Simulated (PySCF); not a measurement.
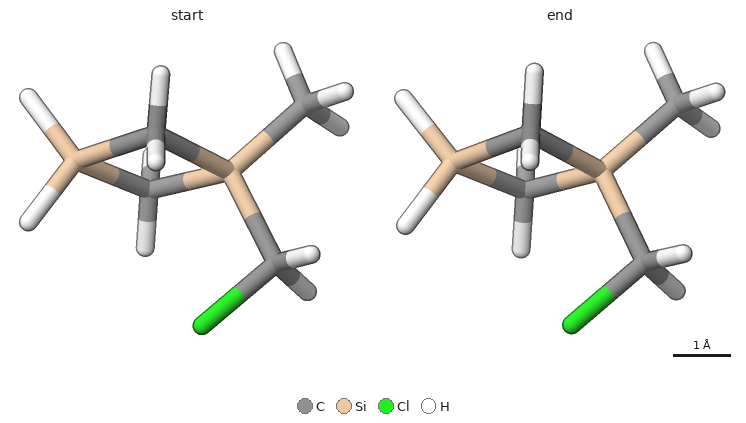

The structure of C4H11ClSi2 before (left) and after (right) a relaxation, at one scale.

The picture is a stick view, seen from a free direction.

The start comes from GFN2-xTB. Its atoms were then displaced at random by about 0.01 Å.

Level of theory: PBE0-D3(BJ)/def2-SVP geometry optimisation, gas phase in PySCF 2.14.0, density-fitted response routines. 

> What changed between the two?

The atom that moves furthest after the best rigid fit is an H atom (0.10 Å). Largest moves by element: H 0.10 Å, Si 0.09 Å, C 0.08 Å, Cl 0.07 Å. Among the contacts that change: H–Si 1.457 → 1.498 Å, C–H 1.060 → 1.100 Å, C–Si 1.928 → 1.897 Å, C–H 1.080 → 1.100 Å. Bond angles that change, for instance: C–Si–C 88.2° → 92.3°, Si–C–Si 91.5° → 87.6°, Si–C–Si 91.2° → 87.7°. After 5 geometry steps the energy has fallen by 0.208 eV.
